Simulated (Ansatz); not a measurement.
```xyz
8
charge 1, multiplicity 1
S    -2.0198    1.5588   -0.9349
Si   -0.5994    0.7946    0.3741
S     0.7299   -2.1407    0.3320
H    -2.0620    0.5098   -1.7782
H     1.5024   -3.2751    0.4612
H    -0.5890    1.9860    1.2915
H     1.7665   -1.3808   -0.0743
H     0.8497   -1.8155    1.6347
```

Describe the molecule in this file.

Formula H5S2Si(+). Judged by distances it falls into 2 fragments: H2SSi, H3S. This geometry has C1 symmetry. Coordination: 1 S bent; 1 Si bent; 1 S trigonal pyramidal.

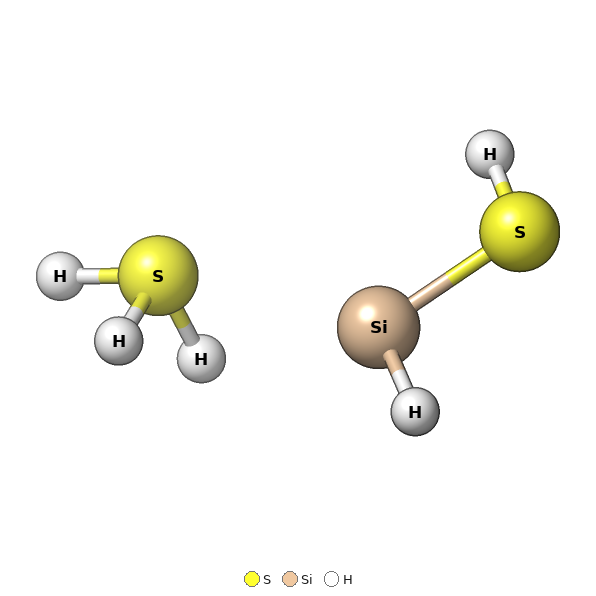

Source: calculation with Ansatz.
